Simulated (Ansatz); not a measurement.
**Single-point calculation of AsNH7 (charge +1)**

AsNH7, charge +1, SMILES [NH4+].[AsH3], computed with RKS PBE0-D4/def2-TZVPPD (Ansatz 0.2.0).

The geometry is a complex of two molecules. The geometry comes from this level: PBE0-D4/def2-TZVP.

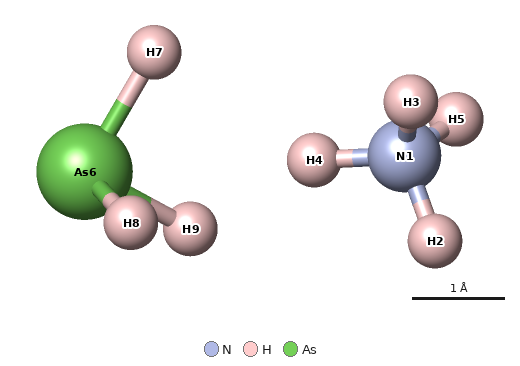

Fig. 1: The input geometry (ball-and-stick view, seen at a tilt; atoms are numbered from 1 in the order of the input). Bond lengths as drawn: As–H 1.53 Å and H–N 1.02 to 1.04 Å.

## Key numbers

```csv
quantity,value
outcome,converged
total energy,−62429.9183 eV
mean-field energy,−62429.8493 eV
dispersion energy,−0.0690 eV
SCF solution under orbital rotations,stable
HOMO,−12.18 eV
LUMO,−5.48 eV
hardware,"4 threads of Arm Neoverse V1, 23 GiB of memory available, shared host"
wall time,3.2 s (CPU time 8.6 s)
peak memory,0.43 GiB
```

## Input
```yaml
crystal:
  periodic: [false, false, false]
  atoms:
    - {symbol: N, position_ang: [0.051696, -0.072382, -1.352200]}
    - {symbol: H, position_ang: [-0.648841, -0.738303, -1.684546]}
    - {symbol: H, position_ang: [0.981331, -0.383264, -1.641652]}
    - {symbol: H, position_ang: [0.012047, -0.016508, -0.315226]}
    - {symbol: H, position_ang: [-0.138315, 0.849366, -1.750864]}
    - {symbol: As, position_ang: [-0.088961, 0.124486, 2.322510]}
    - {symbol: H, position_ang: [0.955729, 0.850651, 1.471971]}
    - {symbol: H, position_ang: [0.104236, -1.181022, 1.547614]}
    - {symbol: H, position_ang: [-1.228921, 0.566877, 1.402294]}
basis:
  gaussian: {orbitals: "def2-TZVPPD.json"}
total_charge: 1
hamiltonian: {xc: pbe0, dispersion: d4}
output: {orbitals: {seedname: orbitals}}
```

Launched with:
```bash
ansatz run in.yaml --threads 4 --pin off --events-out ev --progress --plain --max-ram 9574MiB
```

## Output
```
Functional definition: PBE0
  name "PBE0"
  cite "Adamo & Barone, J. Chem. Phys. 110, 6158 (1999) doi:10.1063/1.478522"
  cite "Perdew, Burke & Ernzerhof, Phys. Rev. Lett. 77, 3865 (1996) doi:10.1103/PhysRevLett.77.3865"
  parent pbe
  parameter a = 0.25
  parameter kappa = 0.804
  parameter beta = 0.06672455060314922
  exchange = (1 - a)*pbe_x(kappa = kappa, mu = beta*pi^2/3) + a*exact_x
  correlation = pbe_c(beta = beta)
1029 factors; their error is unknown
mean field evaluation 1: about -62421.7822 eV, gradient 6.7e1 eV
mean field evaluation 2: about -62419.5758 eV, gradient 7.1e1 eV
mean field evaluation 4: about -62429.6080 eV, gradient 1.4e0 eV
mean field evaluation 8: about -62429.8493 eV, gradient 7.5e-2 eV
mean field -62429.84930581 eV, -2294.2546455169 hartree, gradient 4.5e-5 eV, S^2 0.000000; 0 other end points of the search recorded, 0 dependent functions left out
reference -62429.84933314 eV, -2294.2546465213 hartree; 23, 23 occupied and 187, 187 virtual orbitals, 1029 factors
Total energy: -62429.91828995 eV, -2294.2571806373 hartree
```

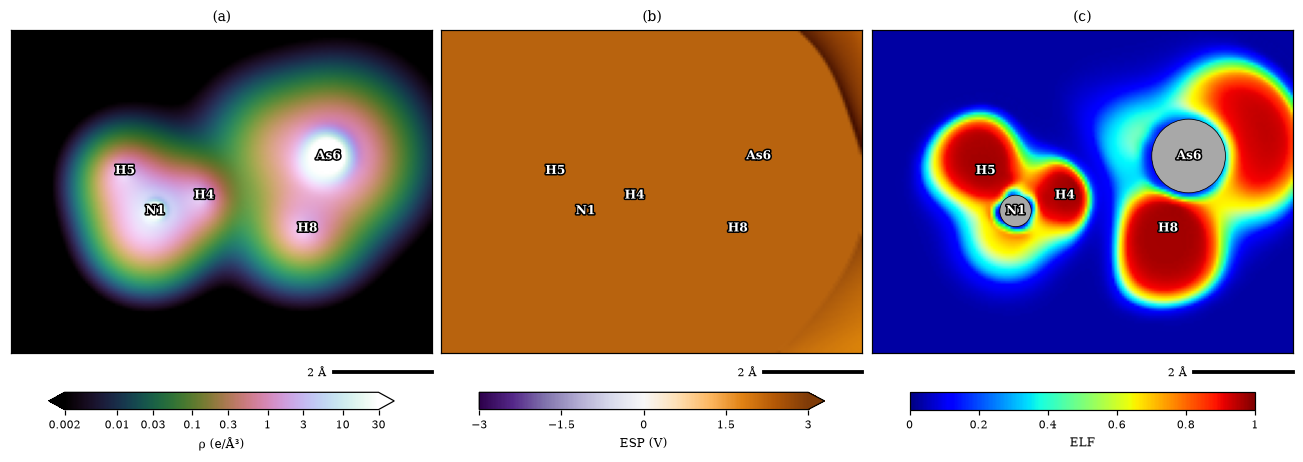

Fig. 2: (a) electron density; (b) electrostatic potential; (c) electron localisation function on the plane of atoms H4, N1 and H5. Grey discs, where drawn, cover atomic cores. The section cuts through N, H and As sites. As6···H4 (2.64 Å): ρ is about 0.2 e/Å³ halfway, with its minimum of 0.1 e/Å³ about 1.8 Å from As; the ELF is only about 0.10 between them (a non-bonded, intermolecular contact). N–H (1.04 Å): ρ is about 2.9 e/Å³ halfway, with its minimum of 2.2 e/Å³ about 0.8 Å from N; the ELF climbs to about 1 towards the hydrogen, as it does in any bond to H (a covalent bond by its length). As–H (1.53 Å): ρ at the midpoint is about 1.1 e/Å³, with its minimum of 0.98 e/Å³ about 0.9 Å from As; the ELF climbs to about 1 towards the hydrogen. The potential has no marked negative region in this plane.

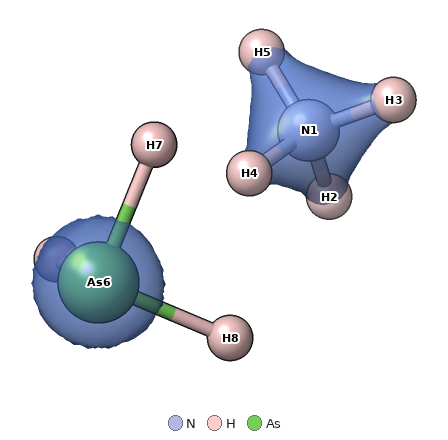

Fig. 3: Isosurface of the total electron density at 1.5 e/Å³ (blue), seen at an oblique angle. At this value the surface falls into five separate pieces. It is pinched off along the As···H (2.64 Å) and As–H (1.53 Å) contacts. On the grid the lowest density along these lines, outside the cores, is 0.1 e/Å³ (As···H, 2.64 Å), 2.3 e/Å³ (N–H, 1.02 Å) and 0.98 e/Å³ (As–H, 1.53 Å).

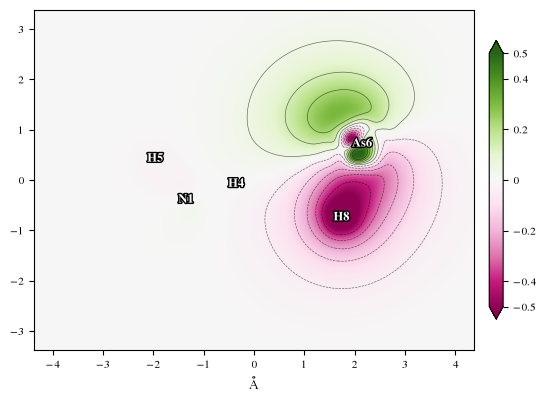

Fig. 4: The HOMO−1 on the plane of atoms H4, N1 and H5 (values in Å⁻³ᐟ²; the overall sign is arbitrary). Its weight (Hirshfeld) is mainly on As6 (50 %), H8 (25 %) and H9 (25 %). Its energy is −14.60 eV.

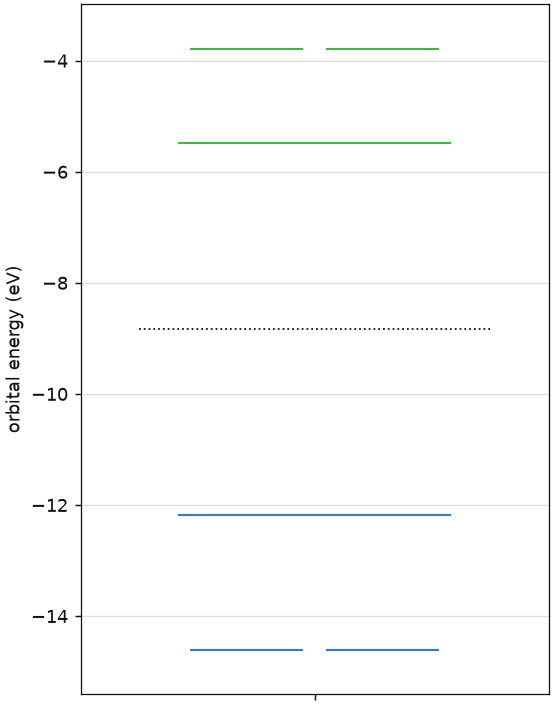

Fig. 5: Orbital energies near the frontier; the dotted line parts filled from empty levels, and levels within 0.02 eV of each other stand side by side. Highest filled −12.18 eV, lowest empty −5.48 eV, 6.70 eV apart.
